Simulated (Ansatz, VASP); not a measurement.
# Si (Si(110)) in two plane-wave programs, part 2 of 2

Aim: how closely do two programs agree when they are given the same cell, functional and k mesh?  Valence electrons are named where the data sets of a main pair hold unlike numbers.

VASP 6.6.1 and Ansatz 0.2.0.

So far: Set-up; VASP: band structure, PBE.

**3. Ansatz: band structure, PBE**

Level of this step: Ansatz beside VASP: Kohn-Sham DFT, plane waves, PBE (Ansatz).

Ansatz runs on its default PAW (the set named soft_2) files.

The same cell, functional, mesh and smearing now go to Ansatz, which takes its cutoff from its data sets.

Contents of input.yaml:

```yaml
crystal:
  lattice:
    - [3.8282773623, 0.0, 0.0]
    - [0.0, 5.4140017663, 0.0]
    - [0.0, 0.0, 31.5469775328]
  atoms:
    - { symbol: Si, position: [0.75, 0.387151683, 0.7428622901] }
    - { symbol: Si, position: [0.25, 0.612848317, 0.7428622901] }
    - { symbol: Si, position: [0.25, 0.8770325606, 0.6852285892] }
    - { symbol: Si, position: [0.75, 0.1229674394, 0.6852285892] }
    - { symbol: Si, position: [0.75, 0.3746697443, 0.6236303267] }
    - { symbol: Si, position: [0.25, 0.6253302557, 0.6236303267] }
    - { symbol: Si, position: [0.25, 0.8739745488, 0.5617961432] }
    - { symbol: Si, position: [0.75, 0.1260254512, 0.5617961432] }
    - { symbol: Si, position: [0.75, 0.3739837134, 0.5] }
    - { symbol: Si, position: [0.25, 0.6260162866, 0.5] }
    - { symbol: Si, position: [0.25, 0.8739745488, 0.4382038568] }
    - { symbol: Si, position: [0.75, 0.1260254512, 0.4382038568] }
    - { symbol: Si, position: [0.75, 0.3746697443, 0.3763696733] }
    - { symbol: Si, position: [0.25, 0.6253302557, 0.3763696733] }
    - { symbol: Si, position: [0.25, 0.8770325606, 0.3147714108] }
    - { symbol: Si, position: [0.75, 0.1229674394, 0.3147714108] }
    - { symbol: Si, position: [0.75, 0.387151683, 0.2571377099] }
    - { symbol: Si, position: [0.25, 0.612848317, 0.2571377099] }
hamiltonian:
  xc: pbe
  pseudopotentials: { kind: paw }
kpoints:
  mp_grid: { grid: [6, 5, 1] }
  band_path:
    path:
      - [0.0, 0.0, 0.0]
      - [0.07692, 0.0, 0.0]
      - [0.15385, 0.0, 0.0]
      - [0.26923, 0.0, 0.0]
      - [0.34615, 0.0, 0.0]
      - [0.42308, 0.0, 0.0]
      - [0.5, 0.0, 0.0]
      - [0.5, 0.07692, 0.0]
      - [0.5, 0.19231, 0.0]
      - [0.5, 0.26923, 0.0]
      - [0.5, 0.34615, 0.0]
      - [0.5, 0.46154, 0.0]
      - [0.5, 0.5, 0.0]
      - [0.42308, 0.5, 0.0]
      - [0.30769, 0.5, 0.0]
      - [0.23077, 0.5, 0.0]
      - [0.11538, 0.5, 0.0]
      - [0.03846, 0.5, 0.0]
      - [0.0, 0.5, 0.0]
      - [0.0, 0.38462, 0.0]
      - [0.0, 0.30769, 0.0]
      - [0.0, 0.23077, 0.0]
      - [0.0, 0.11538, 0.0]
      - [0.0, 0.03846, 0.0]
      - [0.03846, 0.03846, 0.0]
      - [0.11538, 0.11538, 0.0]
      - [0.19231, 0.19231, 0.0]
      - [0.30769, 0.30769, 0.0]
      - [0.38462, 0.38462, 0.0]
      - [0.5, 0.5, 0.0]
    npoints: 1
scf:
  occupations: { method: gaussian, width: 0.03 }
  n_extra_bands: 15
efield:
  axis: 3
  dipole_correction: true
  ramp_width: 0.04
output:
  forces: true
  eigenvalues: true
```

Started as:

```sh
ansatz run input.yaml --threads 8 --pin off --max-ram 18432MiB --backend cpu --events-out ev --progress --plain --runs-dir out
```

Numbers of over 12 decimals in the logs are rounded to 6 here.

Log:

```text
scf.n_extra_bands = 15 over 36 filled bands (N_el = 72.0): the run solves 51 bands
Engine: ansatz 0.2.0, aarch64-unknown-linux-gnu
Pseudopotentials: kind: paw
Pseudopotential: Si, paw, valence charge 4, recommended cutoff 420 eV (normal), Si.paw.azcp
Functional definition: PBE
  parameter kappa = 0.804
  parameter beta = 0.066725
  exchange = pbe_x(kappa = kappa, mu = beta*pi^2/3)
  correlation = pbe_c(beta = beta)
Crystal: 18 atoms, lattice volume = 653.852 Å³
Basis set: ecut = 420 eV, 12775 PW (Γ), exchange–correlation on 54×80×432 points (8 copies of the dense FFT grid, shifted against one another)
Bands: 51, of which v1, the nominal top of the filled ones, is band 36 counted from 1 (35 counted from 0)
Symmetry: 4 space group operations
k-points: 12 of 30
Non-local potential: Si, projectors of the file, l = 0: 2, l = 1: 2, l = 2: 2
PAW form: soft (Blöchl's): semilocal exchange-correlation on the pseudo side does not see the compensation charge
PAW one-centre angular grid: Si, 110 points (default); XC on 64 Gauss nodes
Initial density: superposition of atomic densities (neutral atoms: chi_scale 0, normalization atom), corrected by the library's trained network
Initial wavefunctions: pseudopotential atomic-orbital guess
Functional: x = pbe(κ = 0.804, μ = 0.219515), c = pbe(β = 0.066725)
SCF iter   1: F=—  HF=-11439.791686 eV  |F-HF|=—  |Δ(HF+E_count)|=         —  Δρ=2.71e-3  dr2=2.40e-1  ethr=1.77e-3  p=0.000 e·Å  D=3.83e-14 V/Å  ΔV_dip=-0.00 eV  dr2_dipole=3.10e-7  V_vac-E_F(+/−)=4.81/4.81 eV  ⟨swp⟩=9.6  Hψ=3756  notcnv=0  defer=23
efield: sawtooth ramp at fractional position 0.9800 (placed from the atoms, in the widest stretch of the axis that holds none; the zero of the levels goes with the place), width 0.0400; the density the first Hamiltonian is built on has a dipole p = 0.000 e·Å; the dipole correction subtracts the counter field D = 3.83e-14 V/Å, which shifts the + side's vacuum level by -0.00 eV against the − side's; the planar-averaged density in the ramp window peaks in size at 4.9e-6 e/Å³
preconditioner: auto → LDOS  [metal: Δε(μ)=0.019 eV  Ē_g=7.322 eV  σ=0.030 eV  W_gap=0.32  n_scr=66 (ndim 8)  ℏωp=12.3 eV  f_vac=0.388  D(μ)=19.79/eV (n_scr^D=156)  β→1.0]
SCF iter   2: F=—  HF=-11439.777586 eV  |F-HF|=—  |Δ(HF+E_count)|=   1.41e-2  Δρ=1.14e-3  dr2=6.17e-2  ethr=3.34e-4  p=0.000 e·Å  D=4.20e-7 V/Å  ΔV_dip=-0.00 eV  dr2_dipole=9.70e-7  V_vac-E_F(+/−)=4.85/4.85 eV  ⟨swp⟩=2.8  Hψ=896  notcnv=0  defer=90
SCF iter   3: F=—  HF=-11439.775643 eV  |F-HF|=—  |Δ(HF+E_count)|=   1.94e-3  Δρ=5.24e-4  dr2=2.86e-2  ethr=8.57e-5  p=-0.000 e·Å  D=-7.75e-7 V/Å  ΔV_dip=0.00 eV  dr2_dipole=3.60e-7  V_vac-E_F(+/−)=4.85/4.85 eV  ⟨swp⟩=2.6  Hψ=837  notcnv=0  defer=101
SCF iter   4: F=—  HF=-11439.773950 eV  |F-HF|=—  |Δ(HF+E_count)|=   1.69e-3  Δρ=2.67e-4  dr2=4.38e-3  ethr=3.97e-5  p=-0.000 e·Å  D=-1.97e-7 V/Å  ΔV_dip=0.00 eV  dr2_dipole=8.77e-9  V_vac-E_F(+/−)=4.84/4.84 eV  ⟨swp⟩=1.2  Hψ=514  notcnv=0  defer=101
SCF iter   5: F=—  HF=-11439.773754 eV  |F-HF|=—  |Δ(HF+E_count)|=   1.96e-4  Δρ=1.57e-4  dr2=8.83e-4  ethr=6.08e-6  p=0.000 e·Å  D=1.73e-7 V/Å  ΔV_dip=-0.00 eV  dr2_dipole=6.78e-9  V_vac-E_F(+/−)=4.83/4.83 eV  ⟨swp⟩=2.5  Hψ=758  notcnv=0  defer=101
SCF iter   6: F=—  HF=-11439.773698 eV  |F-HF|=—  |Δ(HF+E_count)|=   5.59e-5  Δρ=8.44e-5  dr2=2.29e-4  ethr=1.23e-6  p=0.000 e·Å  D=2.02e-7 V/Å  ΔV_dip=-0.00 eV  dr2_dipole=4.31e-9  V_vac-E_F(+/−)=4.82/4.82 eV  ⟨swp⟩=2.7  Hψ=923  notcnv=0  defer=101
SCF iter   7: F=—  HF=-11439.773682 eV  |F-HF|=—  |Δ(HF+E_count)|=   1.68e-5  Δρ=4.29e-5  dr2=4.93e-5  ethr=3.18e-7  p=0.000 e·Å  D=1.58e-7 V/Å  ΔV_dip=-0.00 eV  dr2_dipole=4.48e-11  V_vac-E_F(+/−)=4.82/4.82 eV  ⟨swp⟩=2.2  Hψ=775  notcnv=0  defer=101
SCF iter   8: F=—  HF=-11439.773625 eV  |F-HF|=—  |Δ(HF+E_count)|=   5.68e-5  Δρ=2.03e-5  dr2=8.34e-6  ethr=6.85e-8  p=0.000 e·Å  D=1.01e-7 V/Å  ΔV_dip=-0.00 eV  dr2_dipole=1.04e-10  V_vac-E_F(+/−)=4.82/4.82 eV  ⟨swp⟩=2.2  Hψ=919  notcnv=0  defer=101
SCF iter   9: F=—  HF=-11439.773625 eV  |F-HF|=—  |Δ(HF+E_count)|=   2.18e-7  Δρ=6.88e-6  dr2=1.10e-6  ethr=1.16e-8  p=0.000 e·Å  D=4.57e-8 V/Å  ΔV_dip=-0.00 eV  dr2_dipole=3.57e-11  V_vac-E_F(+/−)=4.82/4.82 eV  ⟨swp⟩=2.1  Hψ=856  notcnv=0  defer=101
SCF iter  10: F=—  HF=-11439.773625 eV  |F-HF|=—  |Δ(HF+E_count)|=   3.88e-8  Δρ=2.37e-6  dr2=1.03e-7  ethr=1.52e-9  p=0.000 e·Å  D=2.27e-8 V/Å  ΔV_dip=-0.00 eV  dr2_dipole=1.10e-11  V_vac-E_F(+/−)=4.82/4.82 eV  ⟨swp⟩=2.1  Hψ=904  notcnv=0  defer=101
SCF iter  11: F=-11439.773625 eV  HF=-11439.773625 eV  |F-HF|=1.39e-8  |Δ(HF+E_count)|=   5.68e-8  Δρ=8.08e-7  dr2=1.00e-8  ethr=1.39e-10  p=0.000 e·Å  D=1.50e-8 V/Å  ΔV_dip=-0.00 eV  dr2_dipole=1.06e-12  V_vac-E_F(+/−)=4.82/4.82 eV  ⟨swp⟩=17.2  Hψ=3716  notcnv=0
SCF 1 converged in 11 iterations: F = -11439.773625 eV  dr2 = 1.00e-8
  greatest PAW one-centre occupation: 0.653 electrons in one spin orbital (limit 2), on the Si atom at site 1 (counted from 0), in its partial waves of l = 0
NSCF: frozen V_eff on 30 k-points
efield: sawtooth ramp at fractional position 0.9800 (kept from the solve that this one continues, or follows in the run), width 0.0400; the density the first Hamiltonian is built on has a dipole p = 0.000 e·Å; the dipole correction subtracts the counter field D = 1.50e-8 V/Å, which shifts the + side's vacuum level by -0.00 eV against the − side's; the planar-averaged density in the ramp window peaks in size at 1.6e-7 e/Å³
SCF converged after 11 iterations
Free energy (F): -11439.773625 eV
Harris-Foulkes:  -11439.773625 eV  (|F-HF|=1.39e-8)
Internal energy: -11439.764329 eV  (E = F + TS)
E sigma→0 (E₀):  -11439.768977 eV
Entropy (-TS):   -0.009296 eV (-0.516 meV/atom)
Fermi energy:    1.303624 eV
Dipole field:    D = -0.000001 V/Å  (p = -0.000003 e·Å, saw-weighted, corrected)
Work function:   Φ+ = 4.8196 eV   Φ− = 4.8196 eV
Levels:          The Fermi level and band energies are counted from a zero that moves with the ramp; work functions are not
--- Per-component energies (eV) ---
  E_band       = -267.269525
  E_kinetic    = 720.932606
  E_local      = -24532.836105  (includes V_loc(G=0)·N_el)
  E_nonlocal   = 468.722900
  E_hartree    = 11977.739913
  E_xc         = -989.476723
  E_vxc        = -835.821394  (∫ρ·V_xc dr)
  E_paw        = -9229.291039  (= ΣΔE_a)
  E_vpaw       = -43.742677  (= ΣTr[D̂ρ^β])
  E_aug_tail   = 0.000112  (compensation charges beyond the density's cutoff)
  E_efield     = 0.000000  (sawtooth field / dipole correction)
  E_vefield    = 0.000000  (∫n·V_field dr)
  E_ewald      = 10144.444007
  E_smearing   = -0.009296  (= −TS)
  E_closure    = 0.000000  (closes the sum)
  Σ components = -11439.773625   (vs F -11439.773625, Δ=0.00e0)
--- Forces (eV/Å), atoms counted from 1 ---
  atom   1  Si     0.00000000    -0.00794376    -0.00239134
  atom   2  Si     0.00000000     0.00794376    -0.00239134
  atom   3  Si     0.00000000     0.01468779    -0.00121759
  atom   4  Si     0.00000000    -0.01468779    -0.00121759
  atom   5  Si     0.00000000    -0.01143549    -0.01664592
  atom   6  Si     0.00000000     0.01143549    -0.01664592
  atom   7  Si     0.00000000    -0.01948333    -0.00888875
  atom   8  Si     0.00000000     0.01948333    -0.00888875
  atom   9  Si     0.00000000     0.01273730     0.00000007
  atom  10  Si     0.00000000    -0.01273730     0.00000007
  atom  11  Si     0.00000000    -0.01948338     0.00888867
  atom  12  Si     0.00000000     0.01948338     0.00888867
  atom  13  Si     0.00000000    -0.01143568     0.01664594
  atom  14  Si     0.00000000     0.01143568     0.01664594
  atom  15  Si     0.00000000     0.01468767     0.00121768
  atom  16  Si     0.00000000    -0.01468767     0.00121768
  atom  17  Si     0.00000000    -0.00794402     0.00239148
  atom  18  Si     0.00000000     0.00794402     0.00239148
  max |Σ_I F_I| component: 4.81e-7 eV/Å
--- Band table (eV; the first three rows and the last of 12) ---
  k-point 0: bands = [... 32 lower, 0.9818, 1.1378, 1.2576, 1.4330, 2.0083, 2.1038, 2.2344, 2.5269, ... 11 higher]
  k-point 1: bands = [... 32 lower, 0.5950, 0.6294, 1.0855, 1.3175, 1.9881, 2.0810, 2.1927, 2.4878, ... 11 higher]
  k-point 2: bands = [... 32 lower, -0.0086, 0.0395, 1.0678, 1.1555, 1.4348, 1.5530, 2.5378, 2.9813, ... 11 higher]
  k-point 11: bands = [... 32 lower, -0.4329, -0.4329, 1.1707, 1.1707, 1.3697, 1.3697, 3.3723, 3.3723, ... 11 higher]
```

The job ended after 26 s (8 threads of Arm Neoverse N1, shared host; peak memory 2.1 GiB; 3.4 min of CPU time).

Reading the cycles: dr2 is the Hartree energy of the density residual (eV), the measure of convergence; HF is the Harris–Foulkes estimate of the energy, which meets the free energy F at convergence.

**4. Comparison**

Known differences besides the potentials themselves: the cutoff is 420 eV in Ansatz and 320 eV in VASP (PREC = Normal, projectors in real space); VASP leaves aspherical gradient terms in its spheres out (LASPH is not set), Ansatz keeps them. Total energies have different zeros and are not compared.

The two programs side by side:

| quantity | Ansatz | VASP | difference |
| --- | --- | --- | --- |
| work function, lower of the two faces (eV) | 4.82 | 4.82 | 0.00 |
| work function, higher of the two faces (eV) | 4.82 | 4.82 | 0.00 |

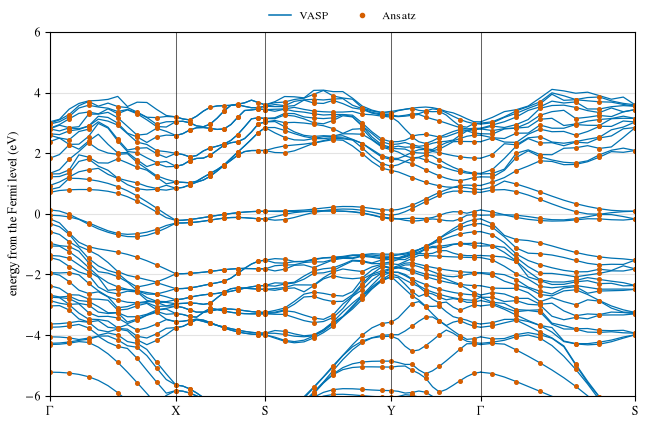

Bands from VASP (lines) and levels from Ansatz (dots). Dots without a line are higher empty bands that the VASP plot leaves out.

At this near-relaxed geometry the largest component of a force difference is 10 meV/Å. Levels from 3 eV below to 2 eV above the Fermi level differ by 2 meV r.m.s. and 7 meV at most; each VASP level is matched to the nearest of Ansatz, which flatters the figure a little. VASP's log warns that it found no field-free region in the vacuum, so its work functions are uncertain. With vacuum in the cell, a pressure given here is an average over mostly empty space and none of the material.

**5. What came out**

| Item | Value |
| --- | --- |
| r.m.s. difference of levels near the Fermi level (band structure, PBE) | 2.2 meV |

**Reading.** The r.m.s. difference of levels near the Fermi level is 2.2 meV (band structure, PBE), within the 80 meV picked in this series as the mark of a large difference. Such differences can come from data sets, numerical settings and the points named under the comparisons, not from the functional's error against experiment.

[Lines on the potential files, build, host, timing and source positions are cut from VASP's logs without a mark.]

[Logs are printed without paths, hosts, clocks, repeated set-up lines and the standing remarks that a program may print on its own settings, such as how far it seeks lower states.]

[Hosts, paths, dates, database ids (printed as entryN), source tags and the programs' standing remarks are cut or masked in the printed files.]
